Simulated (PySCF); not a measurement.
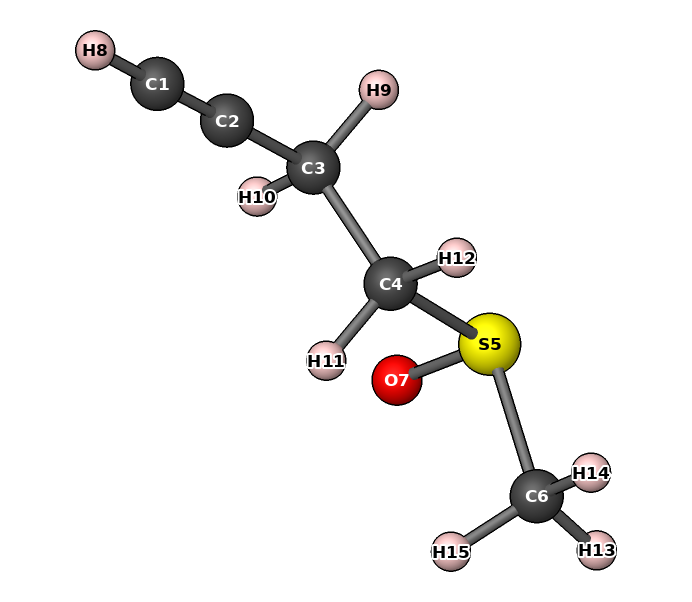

The questions are on isotropic NMR shieldings of the C atoms. Geometry: an end point of a reaction path computed with GFN2-xTB. Method: GIAO PBE0/pcSseg-1 NMR shielding, non-relativistic, gas phase (PySCF 2.14.0).

### Which C atom is the most shielded (lowest chemical shift)?

C3 (171.3 ppm).

### Which C atom is the least shielded (highest chemical shift)?

C2 (99.8 ppm).

### How wide is the range of C shifts?

71.5 ppm.

List the isotropic NMR shieldings of the C atoms.

```
atom  σ (ppm)
  C1    110.6
  C2     99.8
  C3    171.3
  C4    124.2
  C6    140.3
```
